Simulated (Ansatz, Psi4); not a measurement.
## Si2NH7 (SMILES [SiH3]N[SiH3]): the electronic atomisation energy, rung by rung

The species is Si2NH7 (10 atoms), meant as a singlet with charge 0. SMILES: `[SiH3]N[SiH3]`. Geometry: relaxed at PBE0-D4/def2-TZVP.

Each level gives the electronic atomisation energy (eV). The values are calculated. Electronic energies at fixed atoms, without zero-point motion or spin-orbit coupling.

```
                                level                   kind  program  value (eV)  less CCSD(T)/6-31G*  CPU time (all runs)
   SVWN5/6-31G* (spherical functions)                    LDA   Ansatz       34.88                +7.11                  2 s
    BLYP/6-31G* (spherical functions)                    GGA   Ansatz       30.88                +3.11                3.2 s
  revPBE/6-31G* (spherical functions)                    GGA     Psi4       30.23                +2.46                 30 s
PBE-QIDH/6-31G* (spherical functions)          double hybrid   Ansatz       29.95                +2.18                4.5 s
     MP2/6-31G* (spherical functions)    perturbation theory   Ansatz       27.71                -0.06                1.1 s
     MP3/6-31G* (spherical functions)    perturbation theory     Psi4       27.59                -0.18                 12 s
     CC3/6-31G* (spherical functions)  coupled cluster or CI     Psi4       27.78                +0.01                 80 s
 CCSD(T)/6-31G* (spherical functions)  coupled cluster or CI   Ansatz       27.77                 0.00                2.9 s
```

Differences are taken from CCSD(T)/6-31G* (spherical functions) for orientation; it has basis-set and higher-order errors of its own. The values span 27.59 to 34.88 eV. Times are those of the runs behind each value, whatever else they computed, on shared processors of several kinds: orders of magnitude only.

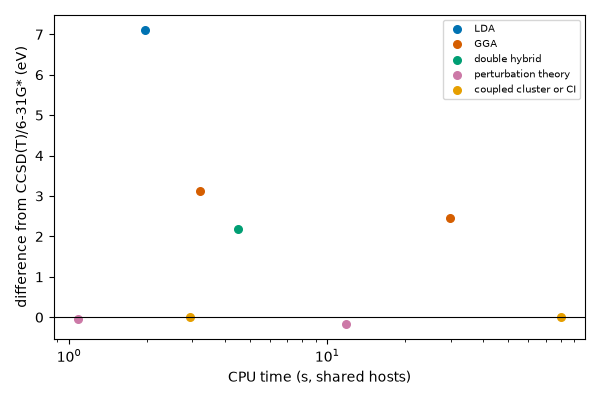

Difference from CCSD(T)/6-31G* against processor time, one point a level.
